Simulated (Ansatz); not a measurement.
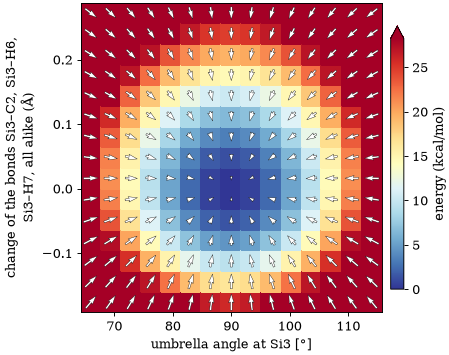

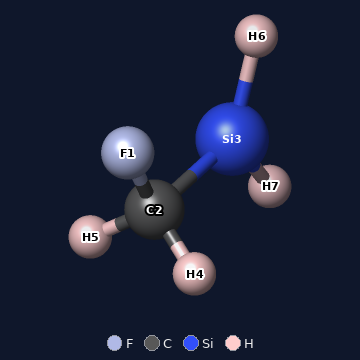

Energy landscape of CH4FSi, SMILES FC[SiH2+], charge +1. 
- Coordinates scanned: (1) umbrella angle at Si3 (between each of its bonds and their common axis; 90 is planar); (2) change of the bonds Si3–C2, Si3–H6, Si3–H7, all alike.
- Nothing is relaxed (all other coordinates rigid).
- The scan uses a 15 × 15 grid; 120 points were computed and 105 follow by symmetry.
- Points are written as (first, second).
- Energies: kcal/mol, counted from the lowest grid point.
- Method: Ansatz 0.2.0, RKS B3LYP-D4/def2-TZVP.

The picture shows one coloured cell a grid point, arrows along the force (downhill), their lengths compressed, one colour for all values above the top of the scale. The second picture is the structure at the lowest point.

**What does the map say about the system?**

The lowest grid point is at (90.0°, 0.016 Å). It is the only kind of minimum in the scanned range. The highest grid point, (66.0°, −0.176 Å), lies 59.9 kcal/mol above the lowest. Round the minimum the two coordinates are nearly uncoupled.

Grid values (kcal/mol):

| second ↓, first → | 66.0 | 69.4 | 72.9 | 76.3 | 79.7 | 83.1 | 86.6 | 90.0 | 93.4 | 96.9 | 100.3 | 103.7 | 107.1 | 110.6 | 114.0 |
| --- | --- | --- | --- | --- | --- | --- | --- | --- | --- | --- | --- | --- | --- | --- | --- |
| 0.272 | 52.9 | 46.8 | 41.6 | 37.5 | 34.4 | 32.1 | 30.8 | 30.3 | 30.8 | 32.1 | 34.4 | 37.5 | 41.6 | 46.8 | 52.9 |
| 0.240 | 48.0 | 41.7 | 36.4 | 32.1 | 28.9 | 26.6 | 25.2 | 24.7 | 25.2 | 26.6 | 28.9 | 32.1 | 36.4 | 41.7 | 48.0 |
| 0.208 | 43.5 | 37.0 | 31.5 | 27.1 | 23.8 | 21.4 | 19.9 | 19.4 | 19.9 | 21.4 | 23.8 | 27.1 | 31.5 | 37.0 | 43.5 |
| 0.176 | 39.4 | 32.7 | 27.0 | 22.5 | 19.0 | 16.6 | 15.1 | 14.6 | 15.1 | 16.6 | 19.0 | 22.5 | 27.0 | 32.7 | 39.4 |
| 0.144 | 35.8 | 28.9 | 23.0 | 18.4 | 14.8 | 12.3 | 10.7 | 10.2 | 10.7 | 12.3 | 14.8 | 18.4 | 23.0 | 28.9 | 35.8 |
| 0.112 | 32.9 | 25.8 | 19.6 | 14.9 | 11.2 | 8.6 | 6.9 | 6.4 | 6.9 | 8.6 | 11.2 | 14.9 | 19.6 | 25.8 | 32.9 |
| 0.080 | 30.6 | 23.3 | 17.0 | 12.1 | 8.3 | 5.6 | 3.9 | 3.4 | 3.9 | 5.6 | 8.3 | 12.1 | 17.0 | 23.3 | 30.6 |
| 0.048 | 29.3 | 21.7 | 15.2 | 10.2 | 6.2 | 3.4 | 1.7 | 1.2 | 1.7 | 3.4 | 6.2 | 10.2 | 15.2 | 21.7 | 29.3 |
| 0.016 | 28.9 | 21.1 | 14.5 | 9.2 | 5.2 | 2.3 | 0.6 | 0.0 | 0.6 | 2.3 | 5.2 | 9.2 | 14.5 | 21.1 | 28.9 |
| −0.016 | 29.8 | 21.8 | 14.9 | 9.5 | 5.4 | 2.4 | 0.6 | 0.0 | 0.6 | 2.4 | 5.4 | 9.5 | 14.9 | 21.8 | 29.8 |
| −0.048 | 32.0 | 23.8 | 16.7 | 11.2 | 6.9 | 3.9 | 2.0 | 1.4 | 2.0 | 3.9 | 6.9 | 11.2 | 16.7 | 23.8 | 32.0 |
| −0.080 | 35.9 | 27.4 | 20.2 | 14.5 | 10.1 | 7.0 | 5.0 | 4.4 | 5.0 | 7.0 | 10.1 | 14.5 | 20.2 | 27.4 | 35.9 |
| −0.112 | 41.6 | 32.9 | 25.5 | 19.6 | 15.1 | 11.9 | 9.9 | 9.3 | 9.9 | 11.9 | 15.1 | 19.6 | 25.5 | 32.9 | 41.6 |
| −0.144 | 49.5 | 40.6 | 32.9 | 26.9 | 22.3 | 19.0 | 17.0 | 16.3 | 17.0 | 19.0 | 22.3 | 26.9 | 32.9 | 40.6 | 49.5 |
| −0.176 | 59.9 | 50.7 | 42.9 | 36.7 | 32.0 | 28.6 | 26.5 | 25.9 | 26.5 | 28.6 | 32.0 | 36.7 | 42.9 | 50.7 | 59.9 |

Each point was launched as `ansatz run input.yaml --threads 1 --pin off --max-ram 2560MiB --backend cpu --events-out ev --progress --plain --runs-dir out`. The whole map (120 points run) took 7 min on 1 thread of Arm Neoverse V1 (shared host).
